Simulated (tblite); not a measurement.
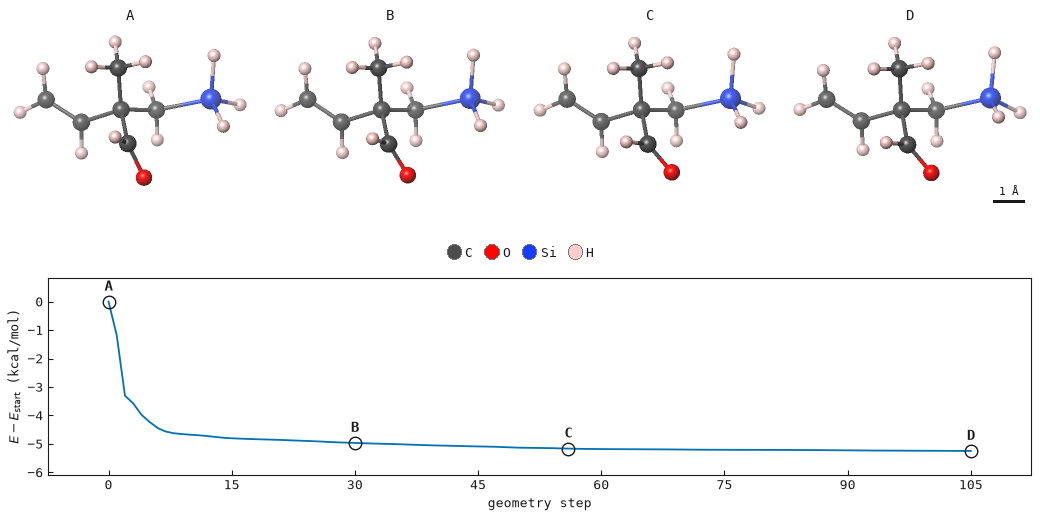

Frames of a relaxation of C$_{6}$H$_{12}$OSi, marked on the history of the run. Style: ball-and-stick. Shown from a free direction.

Computed with GFN2-xTB geometry optimisation, gas phase (tblite). 

**Describe the path.**

After 105 geometry steps the energy has fallen by 5.25 kcal/mol. The largest moves after the best rigid fit, 0.42 Å, are those of H atoms. By element the largest moves are H 0.42 Å, O 0.28 Å, C 0.13 Å, Si 0.08 Å. Among the contacts that change: C–O 1.238 → 1.198 Å, C–C 1.356 → 1.320 Å, C–Si 1.871 → 1.906 Å, H–Si 1.497 → 1.463 Å. Bond angles that change, for instance: C–C–Si 119.7° → 115.8°, C–C–H 116.4° → 119.6°, Si–C–H 106.6° → 109.7°. Groups turn about C–C by about 20°. From step 0 to 30: the O atom moves most (0.15 Å), energy −4.96 kcal/mol. From step 30 to 56: an H atom moves most (0.26 Å), energy −0.20 kcal/mol. From step 56 to 105: an H atom moves most (0.22 Å), energy −0.08 kcal/mol.

| step | E − E(0), kcal/mol |
| --- | --- |
| 0 | 0.00 |
| 1 | -1.18 |
| 2 | -3.30 |
| 3 | -3.58 |
| 4 | -3.97 |
| 5 | -4.23 |
| 6 | -4.44 |
| 7 | -4.57 |
| 8 | -4.63 |
| 9 | -4.66 |
| 10 | -4.68 |
| 15 | -4.80 |
| 20 | -4.85 |
| 25 | -4.90 |
| 30 | -4.96 |
| 35 | -5.01 |
| 40 | -5.05 |
| 45 | -5.09 |
| 50 | -5.13 |
| 55 | -5.16 |
| 60 | -5.18 |
| 65 | -5.19 |
| 70 | -5.20 |
| 75 | -5.21 |
| 80 | -5.21 |
| 85 | -5.22 |
| 90 | -5.23 |
| 95 | -5.23 |
| 100 | -5.24 |
| 105 | -5.25 |
